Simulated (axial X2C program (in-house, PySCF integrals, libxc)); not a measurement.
# Relativistic diatomic calculation for MoAs

System: MoAs, single determinant with Ω = 1/2 (not the lowest found).
Method: PBE0, two-component X2C with atomic mean-field Coulomb and Gaunt terms, Mo dyall-v3z, As dyall-v3z (cores contracted) (axial X2C program (in-house, PySCF integrals, libxc)).

**Key numbers**

| quantity | value |
| --- | --- |
| outcome | converged |
| bond length rₑ | 2.216 Å |
| ωₑ | 323.6 cm⁻¹ |
| energy at the minimum | −6306.30030 hartree |
| depth below the fragments | 1.07 eV |
| hardware | 1 CPU thread, shared host |
| wall time | 21 s |

**Notes**

Limits: 9 of the 10 points asked for were kept.

**Input file**
```
{"zs": [42, 33], "q": 0, "bas": ["dyall-v3z", "dyall-v3z"], "levels": ["PBE0", "HF", "TPSS", "PBE"], "cc": false, "r0": 2.59, "npts": 10, "nst": 2, "ntry": 6}
```

The line is the task of a batch: nuclear charges, charge, bases, the levels to run, a first guess of the distance and further settings. This report covers PBE0 with spin-orbit coupling. The log is that of the reference distance 2.289 Å, started from orbitals converged before.

The run was one of a batch that the task file lists, launched with:
```bash
python <driver script> task.json out
```

**The program's output**
```
two-component X2C + atomic mean field  PBE0
basis functions 204  fitting functions 1167  grid points 5799
iter        total energy     max residual
   1      -6306.298908954     1.08e-05
   2      -6306.298908972     1.48e-05
   3      -6306.298908981     6.76e-06
   4      -6306.298908989     4.92e-06
   5      -6306.298909000     2.61e-06
   6      -6306.298909001     9.10e-07
converged
one-electron -9365.76660172  Coulomb 2950.26761126  exact exchange -51.26431195  xc functional -157.25118546  nuclear repulsion 320.41922863  atomic mean-field constant -2.70364975
```

**The points of the curve**

| R (Å) | E (hartree) | dipole (D; origin at the first atom, positive when the second is positive) | highest filled (eV) | lowest empty (eV) |
| --- | --- | --- | --- | --- |
| 1.991 | −6306.275784 | −2.61 | −4.66 | −3.28 |
| 2.083 | −6306.293258 | −2.87 | −4.70 | −3.31 |
| 2.152 | −6306.298881 | −3.03 | −4.71 | −3.33 |
| 2.220 | −6306.300289 | −3.15 | −4.71 | −3.33 |
| 2.289 | −6306.298909 | −3.23 | −4.70 | −3.33 |
| 2.369 | −6306.295059 | −3.28 | −4.68 | −3.32 |
| 2.449 | −6306.289732 | −3.30 | −4.66 | −3.31 |
| 2.552 | −6306.281710 | −3.30 | −4.64 | −3.29 |
| 2.678 | −6306.271166 | −3.27 | −4.61 | −3.27 |

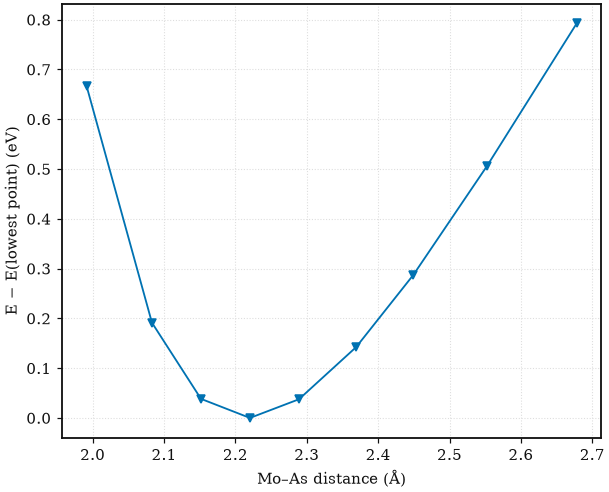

*Energy at 9 bond lengths, for one set of occupations held fixed; the line joins the points.*

A polynomial of degree 6 through 9 points gives rₑ = 2.216 Å, ωₑ = 323.6 cm⁻¹, ωₑxₑ = 1.5 cm⁻¹ and Bₑ = 0.08089 cm⁻¹. The minimum lies 1.07 eV below Mo + As, each computed as one determinant at the same level.

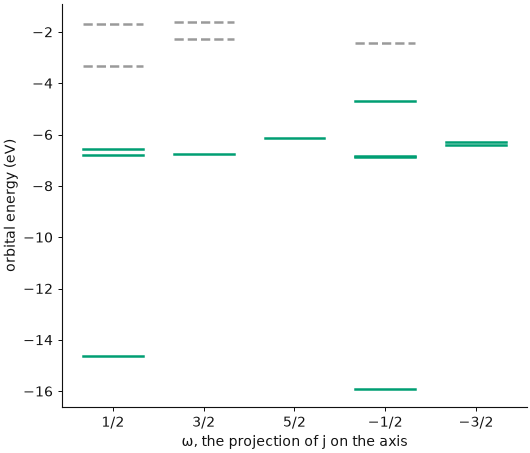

*Orbital energies near the frontier at 2.29 Å, filled (solid) and empty (dashed).*

The highest filled spinor (−1/2; 53 % Mo s, 36 % Mo d) lies at −4.70 eV, the lowest empty one (1/2; 56 % Mo s, 32 % Mo d) at −3.33 eV.
